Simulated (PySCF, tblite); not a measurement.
# C₃H₉FN₂Si: geometry, infrared bands and NMR shifts

Wanted: the infrared bands and NMR shifts of C₃H₉FN₂Si (`N[Si]1(N)CC[C@@H]1F`), by calculation.

Computed with tblite 0.8.0 and PySCF 2.14.0, with density-fitted response routines of our own, on a single molecule in the gas phase. Atoms are numbered from 0 throughout.

## (1) Starting geometry

16 atoms, charge 0, multiplicity 1; geometry from: force field or distance geometry start.

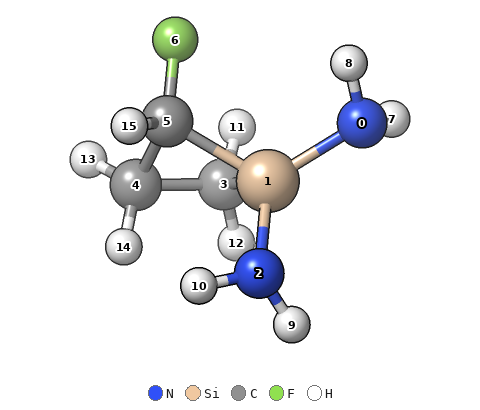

As it starts; nitrogen blue, silicon light orange, carbon grey, fluorine green, hydrogen white, atoms numbered.

## (2) Geometry optimisation with GFN2-xTB

Job settings and geometry (Å):

```
{"job": {"kind": "relax", "xc": "GFN2-xTB", "basis": "xTB"}, "charge": 0, "multiplicity": 1}
N      1.492200     1.824000    -0.199900
Si     0.714700     0.252000     0.000600
N      1.809400    -1.100000     0.381500
C     -0.724300    -0.083600    -1.100000
C     -1.333500    -0.884200     0.059000
C     -0.837700     0.177900     1.012200
F     -1.569000     1.355300     1.005900
H      1.269200     2.179900    -1.147700
H      1.147400     2.485000     0.518900
H      2.316500    -1.480000    -0.423800
H      1.411700    -1.802200     1.025700
H     -1.296600     0.816700    -1.380000
H     -0.496000    -0.721600    -1.953200
H     -2.424700    -0.920900    -0.024400
H     -0.803400    -1.830300     0.168800
H     -0.683600    -0.258900     2.045100
```

Launch:

```console
$ OMP_NUM_THREADS=1 python probes_run.py task.json out
```

The driver reads the jobs from task.json and runs them one after another.

Log:

```text
step      E/eV     max force
  0    -633.16710    3.861
  1    -633.59533    1.435
  2    -633.75929    1.324
  3    -633.92813    0.972
  4    -633.97599    0.506
  5    -634.01283    0.500
  6    -634.03939    0.451
  7    -634.06772    0.463
  8    -634.08603    0.342
  9    -634.10188    0.325
 10    -634.11912    0.444
 11    -634.14302    0.622
 12    -634.17223    0.554
 13    -634.19747    0.327
 14    -634.21316    0.294
 15    -634.22414    0.251
 16    -634.23476    0.228
 17    -634.24691    0.242
 18    -634.26076    0.321
 19    -634.27477    0.350
 20    -634.28727    0.304
 21    -634.29584    0.264
 22    -634.30049    0.157
 23    -634.30316    0.135
 24    -634.30513    0.142
 25    -634.30733    0.149
 26    -634.31091    0.193
 27    -634.31600    0.204
 28    -634.32231    0.291
 29    -634.32893    0.234
 30    -634.33417    0.208
 31    -634.33976    0.213
 32    -634.34576    0.356
 33    -634.35199    0.298
 34    -634.35814    0.235
 35    -634.36441    0.238
 36    -634.37219    0.259
 37    -634.37943    0.322
 38    -634.38497    0.365
 39    -634.39006    0.206
 40    -634.39329    0.190
 41    -634.39692    0.158
 42    -634.40010    0.152
 43    -634.40279    0.134
 44    -634.40529    0.160
 45    -634.40729    0.145
 46    -634.40925    0.113
 47    -634.41090    0.123
 48    -634.41186    0.097
 49    -634.41276    0.082
 50    -634.41433    0.124
 51    -634.41653    0.160
 52    -634.41862    0.167
 53    -634.42126    0.107
 54    -634.42265    0.088
 55    -634.42423    0.100
 56    -634.42581    0.146
 57    -634.42834    0.151
 58    -634.43090    0.229
 59    -634.43086    0.340
 60    -634.43636    0.087
 61    -634.43910    0.093
 62    -634.44331    0.334
 63    -634.44603    0.105
 64    -634.44861    0.095
 65    -634.44638    0.668
 66    -634.45408    0.147
 67    -634.45647    0.115
 68    -634.43752    1.026
 69    -634.46043    0.087
 70    -634.46263    0.086
 71    -634.46212    0.607
 72    -634.46827    0.092
 73    -634.47009    0.102
 74    -634.47389    0.267
 75    -634.47657    0.124
 76    -634.47892    0.127
 77    -634.48140    0.109
 78    -634.48337    0.169
 79    -634.48591    0.133
 80    -634.49016    0.114
 81    -634.49249    0.100
 82    -634.49382    0.121
 83    -634.49507    0.092
 84    -634.49621    0.068
 85    -634.49753    0.069
 86    -634.49800    0.058
 87    -634.49851    0.041
 88    -634.49881    0.044
 89    -634.49923    0.047
 90    -634.49958    0.057
 91    -634.49979    0.035
 92    -634.49987    0.029
 93    -634.49992    0.029
 94    -634.49997    0.029
 95    -634.50006    0.026
 96    -634.50016    0.028
 97    -634.50033    0.035
 98    -634.50054    0.039
 99    -634.50074    0.038
100    -634.50088    0.028
101    -634.50101    0.021
102    -634.50111    0.027
103    -634.50119    0.031
104    -634.50126    0.034
105    -634.50131    0.020
106    -634.50135    0.016
107    -634.50138    0.013
108    -634.50140    0.014
109    -634.50142    0.017
110    -634.50146    0.019
111    -634.50151    0.019
112    -634.50156    0.016
113    -634.50160    0.015
114    -634.50163    0.016
115    -634.50167    0.017
116    -634.50173    0.021
117    -634.50177    0.017
118    -634.50180    0.013
119    -634.50181    0.010
```

Run time: 2.3 s. Hardware: 1 thread of Intel Xeon at 2.50GHz, shared host; peak memory 0.18 GiB.

Along the way: (not every step is listed)

| step | energy from step 0 (eV) | largest force (eV/Å) |
| --- | --- | --- |
| 0 | 0.0000 | 3.8614 |
| 1 | -0.4282 | 1.4354 |
| 2 | -0.5922 | 1.3243 |
| 3 | -0.7610 | 0.9717 |
| 4 | -0.8089 | 0.5056 |
| 5 | -0.8457 | 0.5000 |
| 6 | -0.8723 | 0.4508 |
| 7 | -0.9006 | 0.4634 |
| 8 | -0.9189 | 0.3415 |
| 18 | -1.0937 | 0.3211 |
| 28 | -1.1552 | 0.2908 |
| 38 | -1.2179 | 0.3652 |
| 48 | -1.2448 | 0.0968 |
| 58 | -1.2638 | 0.2286 |
| 68 | -1.2704 | 1.0263 |
| 78 | -1.3163 | 0.1690 |
| 88 | -1.3317 | 0.0437 |
| 98 | -1.3334 | 0.0388 |
| 108 | -1.3343 | 0.0136 |
| 114 | -1.3345 | 0.0165 |
| 115 | -1.3346 | 0.0171 |
| 116 | -1.3346 | 0.0207 |
| 117 | -1.3347 | 0.0174 |
| 118 | -1.3347 | 0.0134 |
| 119 | -1.3347 | 0.0095 |

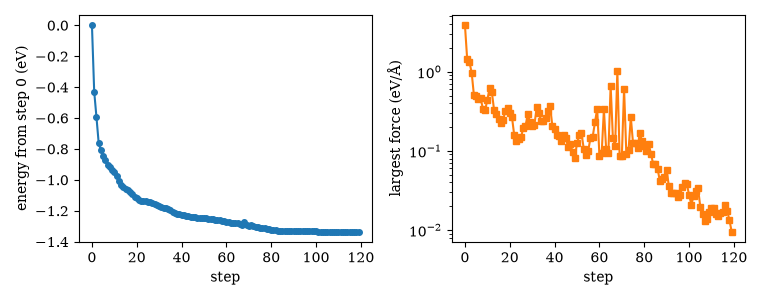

Energy and largest force along the relaxation.

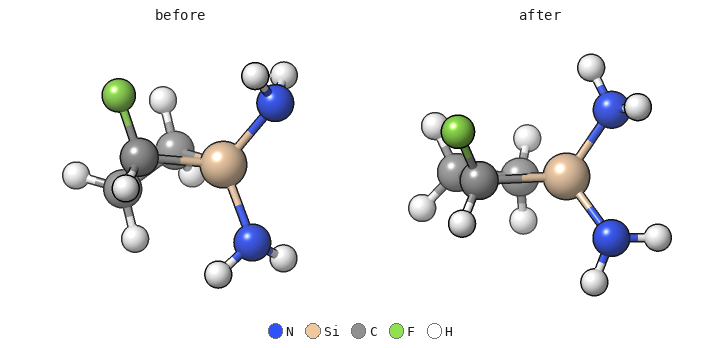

Before and after, at one scale.

Close pairs (by a distance rule), those that changed most:

| bond | before (Å) | after (Å) | change (Å) |
| --- | --- | --- | --- |
| Si1–C5 | 1.854 | 1.935 | +0.081 |
| Si1–C3 | 1.842 | 1.916 | +0.074 |
| Si1–N2 | 1.781 | 1.722 | -0.059 |
| N0–Si1 | 1.765 | 1.720 | -0.045 |
| C5–H15 | 1.132 | 1.093 | -0.039 |
| N0–H7 | 1.037 | 1.008 | -0.029 |
| N0–H8 | 1.036 | 1.008 | -0.028 |
| C4–C5 | 1.511 | 1.538 | +0.027 |

The end geometry stands in the next job.

## (3) Harmonic vibrations with GFN2-xTB

Job settings and geometry (Å):

```
{"job": {"kind": "ir", "xc": "GFN2-xTB", "basis": "xTB"}, "charge": 0, "multiplicity": 1}
N      1.240749     1.742750    -0.421418
Si     0.688947     0.163769    -0.018914
N      2.089196    -0.707997     0.475614
C     -0.665532    -0.500651    -1.200566
C     -1.721791    -0.468753    -0.076703
C     -0.836979    -0.130121     1.134766
F     -1.314020     0.976003     1.831179
H      0.544563     2.443456    -0.620943
H      1.965261     2.138033     0.156507
H      2.936047    -0.561194    -0.047857
H      1.996432    -1.679965     0.719682
H     -0.936103     0.109149    -2.058514
H     -0.496343    -1.510773    -1.568177
H     -2.443952     0.331430    -0.230555
H     -2.265893    -1.404980     0.037693
H     -0.788181    -0.931211     1.876796
```

Log:

```text
mode    cm-1     km/mol
  1      48.6      1.34
  2      99.9      1.15
  3     152.1      5.58
  4     192.2      0.47
  5     206.8     20.66
  6     209.3     11.67
  7     213.1      4.29
  8     322.8     32.23
  9     395.5      7.58
 10     489.2      1.28
 11     526.7    216.85
 12     569.8    211.14
 13     635.1    125.29
 14     686.6     21.87
 15     726.0     17.28
 16     795.6     58.74
 17     806.5     11.82
 18     854.8     10.24
 19     927.1    250.45
 20     953.8    239.94
 21     963.6      5.72
 22    1028.5     24.70
 23    1054.5     22.53
 24    1089.5     21.42
 25    1165.5     19.31
 26    1198.6      8.75
 27    1216.2      3.53
 28    1268.2      5.37
 29    1303.9      4.40
 30    1470.0      0.20
 31    1489.7      8.57
 32    1501.1     76.42
 33    1509.8     32.81
 34    2934.4     52.10
 35    2992.2     15.26
 36    3007.5     72.86
 37    3014.0     49.34
 38    3024.3     41.65
 39    3467.9      5.82
 40    3482.1      2.86
 41    3503.7      1.02
 42    3520.1      0.80
```

It took 1.5 s on 1 thread of Intel Xeon at 2.50GHz, shared host; peak memory 0.18 GiB.

The strongest bands and the atoms that carry them (share of the mass-weighted mode):

| cm⁻¹ | km/mol | atoms |
| --- | --- | --- |
| 527 | 216.8 | H9 39 %, H10 37 %, N2 19 % |
| 570 | 211.1 | H7 36 %, H8 36 %, N0 21 % |
| 635 | 125.3 | C5 39 %, Si1 21 %, H15 12 % |
| 796 | 58.7 | H9 33 %, H10 25 %, H8 15 % |
| 927 | 250.4 | Si1 39 %, N2 19 %, N0 10 % |
| 954 | 239.9 | Si1 42 %, N0 21 %, N2 14 % |
| 1501 | 76.4 | H7 34 %, H8 33 % |
| 3008 | 72.9 | H14 41 %, H12 32 %, H11 14 % |

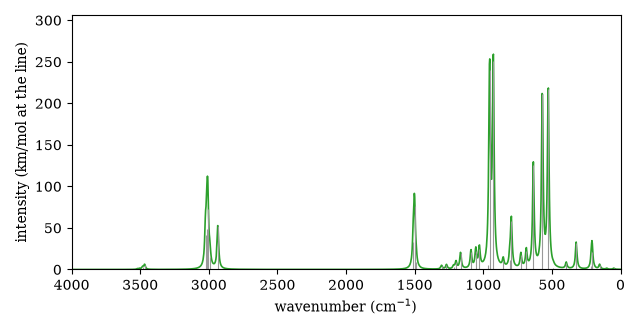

The infrared spectrum from these modes, unscaled. Lines are broadened to a width of 14 cm⁻¹ (Lorentzian).

## (4) NMR shieldings: PBE0/pcSseg-1

The job, as its differences from that of step 3:

```diff
@@ -1,2 +1,2 @@
-{"job": {"kind": "ir", "xc": "GFN2-xTB", "basis": "xTB"}, "charge": 0, "multiplicity": 1}
+{"job": {"kind": "nmr", "xc": "PBE0", "basis": "pcSseg-1"}, "charge": 0, "multiplicity": 1}
 N      1.240749     1.742750    -0.421418
```

Method: GIAO PBE0/pcSseg-1 NMR shielding, non-relativistic, gas phase.

Log:

```text
coarse grid: 13672 points
cycle   1  E = -617.9384520825  dE =  7.739e-01  |g| = 7.155e-01  |ddm| = 3.594e+00
cycle   2  E = -617.8834646446  dE =  5.499e-02  |g| = 9.193e-01  |ddm| = 1.149e+00
cycle   3  E = -618.0402088398  dE = -1.567e-01  |g| = 7.982e-02  |ddm| = 6.650e-01
cycle   4  E = -618.0412866420  dE = -1.078e-03  |g| = 3.901e-02  |ddm| = 9.216e-02
cycle   5  E = -618.0416277887  dE = -3.411e-04  |g| = 5.126e-03  |ddm| = 3.232e-02
cycle   6  E = -618.0416321703  dE = -4.382e-06  |g| = 2.316e-03  |ddm| = 5.466e-03
final grid: 127488 points
cycle   7  E = -618.0839000517  dE = -3.063e-05  |g| = 1.161e-02  |ddm| = 2.666e-02
cycle   8  E = -618.0838795030  dE =  2.055e-05  |g| = 1.576e-02  |ddm| = 1.897e-02
cycle   9  E = -618.0839280025  dE = -4.850e-05  |g| = 9.593e-04  |ddm| = 1.055e-02
cycle  10  E = -618.0839281422  dE = -1.397e-07  |g| = 2.933e-04  |ddm| = 8.105e-04
cycle  11  E = -618.0839281550  dE = -1.276e-08  |g| = 5.434e-05  |ddm| = 1.879e-04
cycle  12  E = -618.0839281554  dE = -4.293e-10  |g| = 2.973e-05  |ddm| = 6.706e-05
converged SCF energy = -618.0839281554

GIAO shielding tensors (ppm)
atom      isotropic    diamagn.    paramagn.     s11        s22        s33       span
  0 N      249.037     317.769     -68.732    212.369    263.014    271.729     59.360
  1 Si     351.819     878.685    -526.865    301.307    351.841    402.310    101.002
  2 N      244.188     317.665     -73.477    212.047    255.183    265.333     53.286
  3 C      165.210     256.490     -91.280    131.114    177.562    186.953     55.839
  4 C      161.130     252.607     -91.477    141.066    163.534    178.789     37.723
  5 C       80.519     252.942    -172.423     33.422     81.250    126.885     93.463
  6 F      402.084     474.155     -72.071    327.401    381.621    497.229    169.827
  7 H       31.042      31.302      -0.260     23.673     27.352     42.100     18.427
  8 H       31.087      29.971       1.116     23.694     27.038     42.529     18.835
  9 H       31.037      29.867       1.170     23.678     27.250     42.183     18.505
 10 H       31.291      31.219       0.071     24.096     27.487     42.289     18.192
 11 H       30.087      31.967      -1.880     26.059     27.905     36.297     10.238
 12 H       30.502      32.160      -1.658     26.693     28.613     36.200      9.508
 13 H       29.973      31.581      -1.608     26.577     28.223     35.121      8.544
 14 H       29.426      30.977      -1.551     25.112     27.673     35.494     10.382
 15 H       26.325      31.997      -5.672     24.199     26.438     28.336      4.137
```

Run time: 84 s. Hardware: 1 thread of Intel Xeon at 2.50GHz, shared host; peak memory 0.77 GiB.

The references, computed at this level on geometries of the same kind, shield at (ppm): 1H TMS 31.72, 13C TMS 186.9, 29Si TMS 349.2, 19F CFCl3 170.9, 15N NH3 267.7. Their shielding less the atom's gives the shift. The references are single molecules in the gas phase, so shifts against H2O, NH3, PH3, H3PO4 or CFCl3 are not on the usual liquid scales and can be off by tens of ppm. Atoms listed in one row are averaged.

| atoms | environment | σ (ppm) | δ (ppm) | δ scaled to CDCl3 |
| --- | --- | --- | --- | --- |
| C5 | sp3 CH bonded to F and Si | 80.5 | 106.4 | 101.9 |
| C4 | sp3 CH2 in a ring | 161.1 | 25.8 | 23.3 |
| C3 | sp3 CH2 bonded to Si | 165.2 | 21.7 | 19.3 |
| H15 | hydrogen on an sp3 CH bonded to F and Si | 26.32 | 5.39 | 5.19 |
| H14 | hydrogen on an sp3 CH2 in a ring | 29.43 | 2.29 | 2.26 |
| H13 | hydrogen on an sp3 CH2 in a ring | 29.97 | 1.74 | 1.75 |
| H11 | hydrogen on an sp3 CH2 bonded to Si | 30.09 | 1.63 | 1.64 |
| H12 | hydrogen on an sp3 CH2 bonded to Si | 30.50 | 1.22 | 1.25 |
| H7, H8 | hydrogen on a nitrogen bonded to Si | 31.06 | 0.65 | – |
| H9, H10 | hydrogen on a nitrogen bonded to Si | 31.16 | 0.55 | – |
| N2 | nitrogen bonded to Si, 2 H | 244.2 | 23.5 | – |
| N0 | nitrogen bonded to Si, 2 H | 249.0 | 18.7 | – |
| Si1 | silicon bonded to 2 C, 2 N, in a 4-membered ring | 351.8 | -2.7 | – |
| F6 | fluorine on an sp3 carbon | 402.1 | -231.1 | – |

The scaled column applies a straight-line fit of computed shieldings to shifts measured in CDCl3, and one for carbons that bear F (root-mean-square error 0.16 ppm for H, 1.9 ppm for C).

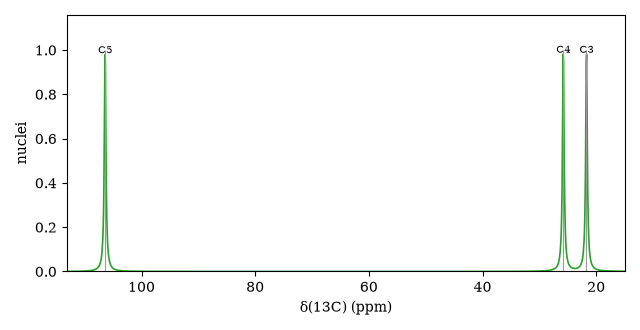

13C lines at the computed shifts, without couplings. Lines are broadened to a width of 0.34 ppm (Lorentzian).

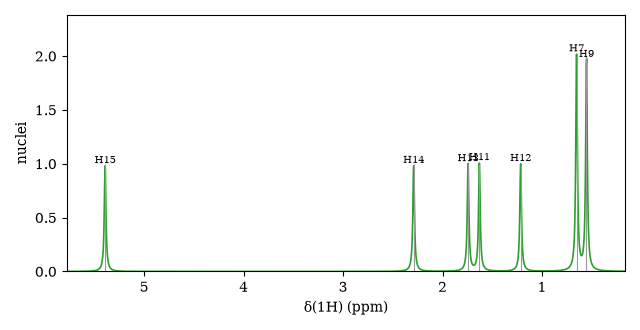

1H lines at the computed shifts, without couplings. Lines are broadened to a width of 0.02 ppm (Lorentzian).

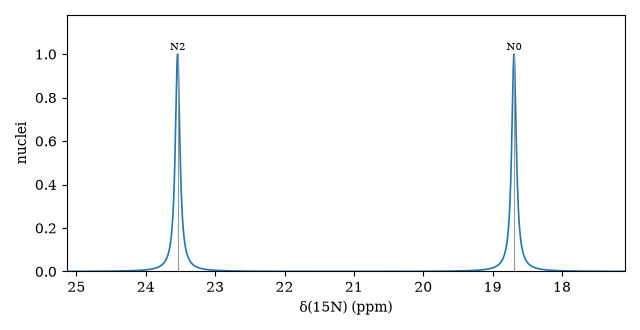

15N lines at the computed shifts, without couplings. Lines are broadened to a width of 0.08 ppm (Lorentzian).

The run also stored atomic charges by several schemes (e):

| atoms | Mulliken | IAO | Hirshfeld | ESP fit |
| --- | --- | --- | --- | --- |
| N0 | -0.62 | -0.83 | -0.32 | -1.07 |
| Si1 | 1.09 | 1.25 | 0.44 | 0.87 |
| N2 | -0.62 | -0.84 | -0.32 | -1.10 |
| C3 | -0.58 | -0.60 | -0.18 | -0.41 |
| C4 | -0.21 | -0.28 | -0.09 | -0.01 |
| C5 | -0.11 | -0.14 | -0.04 | 0.07 |
| F6 | -0.35 | -0.34 | -0.15 | -0.31 |

IAO charges:

N0 -0.83; Si1 1.25; N2 -0.84; C3 -0.60; C4 -0.28; C5 -0.14; F6 -0.34; H7 0.27; H8 0.27; H9 0.26; H10 0.27; H11 0.15; H12 0.14; H13 0.15; H14 0.14; H15 0.13

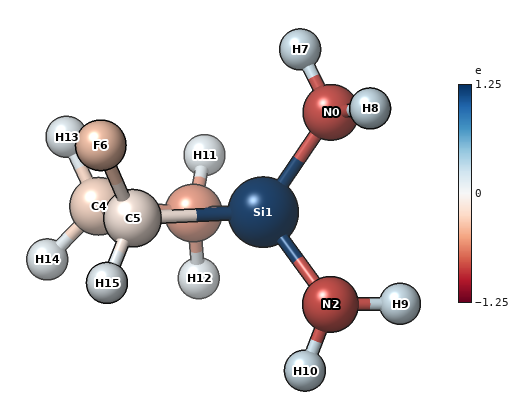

IAO charges, as colours on the atoms.

Mayer bond orders: N0–Si1 1.09, Si1–N2 1.07, Si1–C3 0.87, C3–C4 1.01, C4–C5 0.99, C5–F6 0.81, C5–Si1 0.78.

Ring of atoms Si1, C3, C4, C5: NICS(0) -0.9, NICS(1) -1.9, NICS(1)zz 0.9 ppm (means of both faces; NICS(1) differs between them: -3.2 and -0.6).

Orbitals, density, ELF and potential are computed afterwards from the orbital file.

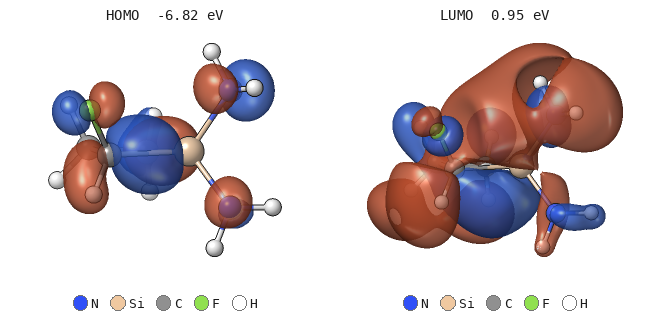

PBE0/pcSseg-1 orbitals near the gap, drawn at the value that encloses 70 % of each; the two colours are the two signs.

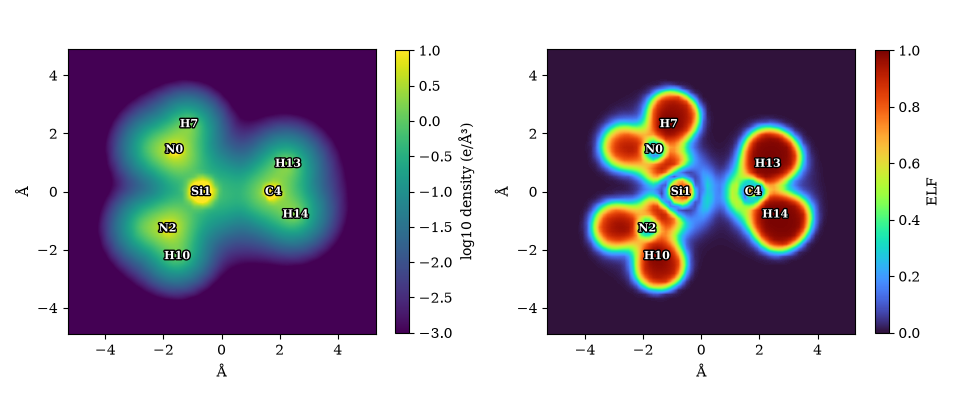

Density (left) and ELF (right) in a plane through or near 8 of the atoms.

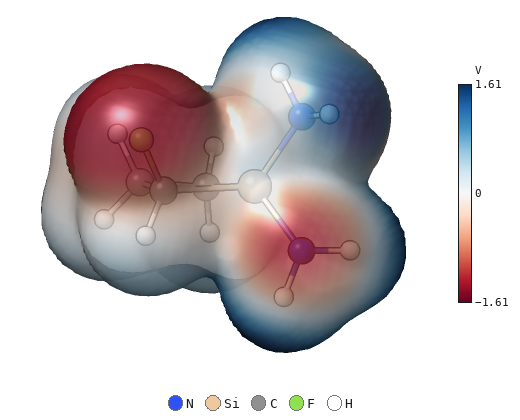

The potential that a unit positive charge feels on the 0.002 e/bohr³ surface, from the 1st to the 99th percentile, from -1.37 V near F6 to 1.61 V near H10.

## (5) Summary of results

```
                                                              quantity                                         value
                             strongest single infrared mode (GFN2-xTB)                          927 cm⁻¹, 250 km/mol
                                          zero-point energy (GFN2-xTB)                                 78.7 kcal/mol
                                13C shifts against TMS (PBE0/pcSseg-1)                         106.4, 25.8, 21.7 ppm
1H shifts against TMS (PBE0/pcSseg-1, means over atoms taken as alike)  5.39, 2.29, 1.74, 1.63, 1.22, 0.65, 0.55 ppm
                                15N shifts against NH3 (PBE0/pcSseg-1)                                23.5, 18.7 ppm
                               29Si shifts against TMS (PBE0/pcSseg-1)                                      -2.7 ppm
                              19F shifts against CFCl3 (PBE0/pcSseg-1)                                    -231.1 ppm
                                 surface potential, 1st and 99th percentile                            -1.37 V and 1.61 V
```

The optimisation took 119 steps and gained 1.335 eV; among the close pairs (by a distance rule), Si1–C5 changed most, from 1.854 to 1.935 Å. All 42 modes are real, so the xTB geometry is a minimum. The strongest single mode, at 927 cm⁻¹, is spread over many atoms; the largest shares are those of Si1, N2. GFN2-xTB is a fitted tight-binding method: band positions and strengths are rough. Its intensities can rank the bands wrongly. The most deshielded hydrogen is H15 (hydrogen on an sp3 CH bonded to F and Si), at 5.39 ppm: its carbon carries F, an electronegative neighbour. At PBE0/pcSseg-1: The largest span, 170 ppm, is at F6, where the paramagnetic term is -72 ppm.
